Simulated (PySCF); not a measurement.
# Mg⁺: atomic calculation

Mg⁺, configuration 1s2 2s2 2p6 3s1, multiplicity 2. Computed at this level: unrestricted wB97M-V, dyall-acv3z, spin-free X2C-1e, Gaussian nucleus (PySCF).

Summary:

- outcome: converged
- total energy: −200.094128 hartree
- ⟨S²⟩: 0.750
- SCF iterations: 6
- hardware: 1 CPU thread, shared host
- CPU time: 7 s (integrals apart)

Input file:
```python
from pyscf import gto, scf, dft, mp, cc
import basis_set_exchange as bse
mol = gto.M(atom="Mg 0 0 0", charge=1, spin=1, symmetry="D2h",
            basis=gto.basis.parse(bse.get_basis("dyall-acv3z", elements=["Mg"], fmt="nwchem")),
            nucmod="G")
mf = dft.UKS(mol, xc="WB97M_V").sfx2c1e()
mf.irrep_nelec = {'Ag': (3, 2), 'B1u': (1, 1), 'B2u': (1, 1), 'B3u': (1, 1)}
mf.kernel()
```

The script is an equivalent of what the driver set up; the driver started from orbitals of its own, so the log can be shorter than this script's would be, and it computed the properties (radii, ⟨L²⟩, response) afterwards. It held the occupations shell by shell, which the script's counts by irreducible representation don't always enforce.

Output (extracts):
```
damping factor = 0
level_shift factor = 0
DIIS = <class 'pyscf.scf.diis.CDIIS'>
diis_start_cycle = 1
diis_space = 10
diis_damp = 0
SCF conv_tol = 1e-09
SCF conv_tol_grad = None
number electrons alpha = 6  beta = 5
XC functionals = WB97M_V
    N. Mardirossian and M. Head-Gordon.,  J. Chem. Phys. 144, 214110 (2016)
NLC functional = WB97M_V
cycle= 1 E= -200.094072864921  delta_E= -0.00307  |g|= 0.017  |ddm|= 0.133
cycle= 2 E= -200.094120893196  delta_E= -4.8e-05  |g|= 0.00657  |ddm|= 0.0484
cycle= 3 E= -200.094127249394  delta_E= -6.36e-06  |g|= 0.00145  |ddm|= 0.00416
cycle= 4 E= -200.094127830299  delta_E= -5.81e-07  |g|= 0.000153  |ddm|= 0.00253
cycle= 5 E= -200.09412786417  delta_E= -3.39e-08  |g|= 1.58e-05  |ddm|= 0.000662
cycle= 6 E= -200.094127864532  delta_E= -3.62e-10  |g|= 1.39e-06  |ddm|= 0.000113
converged SCF energy = -200.094127864532  <S^2> = 0.75001493  2S+1 = 2.0000149
```

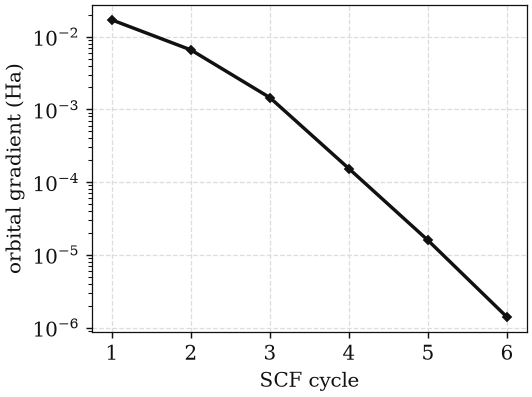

**Figure 1.** Convergence: orbital gradient against the SCF cycle. The residual falls at every step. It goes from 0.017 to 1.4×10⁻⁶ in 6 steps.

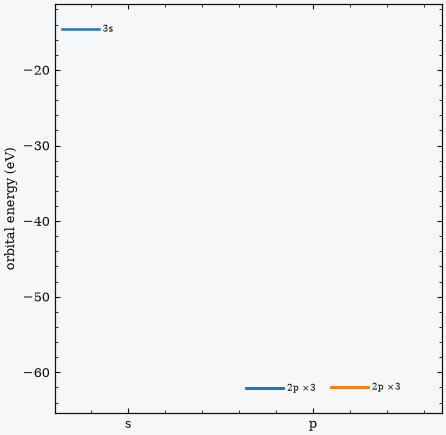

**Figure 2.** Orbital energies of the mean field, from the top down to −62.1 eV, by angular momentum, α spin at the left of each column and β at the right; ×n counts the orbitals under one label. The highest filled orbital is 3s α at −14.6 eV, the lowest empty one s β at −6.18 eV.
